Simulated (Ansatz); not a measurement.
Band structure of HgPPt₅ (P4/mmm, 7 atoms in the cell).

```yaml
crystal:
  lattice:
    - [3.93904, 0.00000, 0.00000]
    - [0.00000, 3.93904, 0.00000]
    - [0.00000, 0.00000, 7.20984]
  atoms:
    - { symbol: Hg, position: [0.50000, 0.50000, 0.00000] }
    - { symbol: P, position: [0.00000, 0.00000, 0.50000] }
    - { symbol: Pt, position: [0.00000, 0.50000, 0.30307] }
    - { symbol: Pt, position: [0.00000, 0.50000, 0.69693] }
    - { symbol: Pt, position: [0.50000, 0.00000, 0.30307] }
    - { symbol: Pt, position: [0.50000, 0.00000, 0.69693] }
    - { symbol: Pt, position: [0.00000, 0.00000, 0.00000] }
```

Method of the run: PBEsol, PAW files made with PBE (plane waves; Ansatz, a quantum-chemistry and plane-wave program).

Settings: kpoints.mp_grid.grid = 6 6 3; hamiltonian.xc = pbesol; hamiltonian.pseudopotentials = {kind: paw} (the program's default PAW files); scf.occupations.method = fermi_dirac; scf.occupations.width = 0.01 Ry; kpoints.band_path.npoints = 8.

The starting cell comes from a database of computed structures (which also holds hypothetical and non-ambient phases and stackings), without a prior relaxation at this level. Spin-orbit coupling is off. Spin polarisation is off; with an odd number of electrons in the cell that forces a metal, and a magnetic state may lie lower.

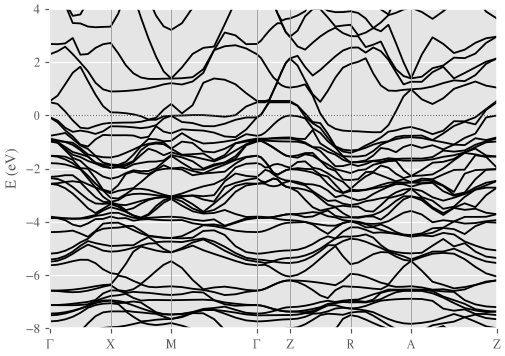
Figure. Bands along the path, energies from the Fermi level.

Levels in eV from the Fermi level, bands 54 to 61:
```json
[
 {"point": "Γ", "54": "-0.87", "55": "-0.77", "56": "-0.08", "57": "-0.08", "58": "0.49", "59": "0.54", "60": "2.30", "61": "2.68"},
 {"point": "X", "54": "-1.84", "55": "-1.58", "56": "-0.75", "57": "-0.41", "58": "-0.28", "59": "0.12", "60": "0.90", "61": "2.72"},
 {"point": "M", "54": "-1.25", "55": "-0.95", "56": "-0.68", "57": "-0.02", "58": "-0.02", "59": "0.43", "60": "1.21", "61": "1.38"},
 {"point": "Z", "54": "-0.83", "55": "0.00", "56": "0.49", "57": "0.54", "58": "1.04", "59": "2.14", "60": "2.14", "61": "2.95"},
 {"point": "R", "54": "-1.76", "55": "-1.55", "56": "-1.41", "57": "-1.32", "58": "-0.59", "59": "1.93", "60": "2.54", "61": "2.98"},
 {"point": "A", "54": "-1.10", "55": "-0.82", "56": "-0.77", "57": "-0.43", "58": "0.98", "59": "0.98", "60": "1.26", "61": "1.39"}
]
```

Bands cross the Fermi level along this path, so the cell is metallic at this level.

Keys are those of Ansatz 0.2.
